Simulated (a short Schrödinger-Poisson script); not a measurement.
Structure: symmetric double-gate stack, SiO2 on p-type Si(100), at 400 K.

| layer | material | thickness (nm) | Na (cm⁻³) |
|---|---|---|---|
| 1 | SiO2 | 2.1 | - |
| 2 | Si | 20 | 4e16 |
| 3 | SiO2 | 2.1 | - |

Constants are typed, rounded textbook-type inputs, not results; the design itself was drawn at random and stands for no fabricated device. SiO2: permittivity 3.9, conduction-band edge (eV) 3.15, gap (eV) 9, electron mass (mₑ) 0.5. Si: permittivity 11.7, conduction-band edge (eV) 0, gap (eV) 1.124, Nv at 300 K (cm⁻³) 3.1e19.

Channel valleys (confinement mass, in-plane density-of-states mass, number): Δ2 0.916, 0.19, 2; Δ4 0.19, 0.417, 4. At the gates, both at one voltage, the conduction-band edge of layer 1 lies 3.18 eV − eVg above the Fermi level of the channel. Gaps are held at their typed values at every temperature. Mesh 0.03 nm at interfaces.

Solved with a short Schrödinger-Poisson script written for these runs: 1D Poisson equation in equilibrium, electrons quantum, Hartree (BenDaniel-Duke, 12 states a valley, the channel's in-plane mass for all, wave functions free to enter the dielectric), parabolic valleys, classical holes, full ionisation, no traps, pinning or gate leakage.

Only gate voltages with over 1e8 electrons/cm² are shown.

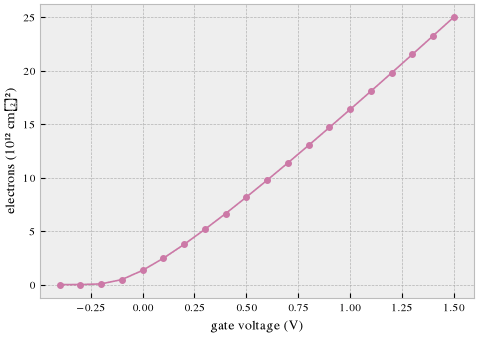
Fig. 1. Sheet density against gate voltage

| Vg (V) | electrons (cm⁻²) | C (μF/cm²) | Δ2 E0 (meV) | Δ2 E1 (meV) | Δ4 E0 (meV) | Δ4 E1 (meV) |
|---|---|---|---|---|---|---|
| -0.4 | 2.30e8 | < 0.003 | 437.6 | 440.1 | 441.1 | 454.3 |
| -0.2 | 6.53e10 | 0.266 | 243.1 | 245.2 | 246.7 | 259.4 |
| 0 | 1.33e12 | 1.64 | 134.4 | 134.4 | 147.1 | 153.2 |
| 0.2 | 3.76e12 | 2.17 | 85.8 | 85.8 | 114.0 | 115.8 |
| 0.4 | 6.64e12 | 2.42 | 55.9 | 55.9 | 95.1 | 95.8 |
| 0.6 | 9.76e12 | 2.56 | 34.6 | 34.6 | 82.3 | 82.6 |
| 0.8 | 1.30e13 | 2.65 | 18.1 | 18.1 | 72.8 | 72.9 |
| 1 | 1.64e13 | 2.71 | 4.3 | 4.3 | 65.1 | 65.2 |
| 1.2 | 1.98e13 | 2.76 | -7.6 | -7.6 | 58.6 | 58.7 |
| 1.4 | 2.33e13 | 2.79 | -18.2 | -18.2 | 53.0 | 53.0 |

Subbands count from the Fermi level. The capacitance is that of both gates.
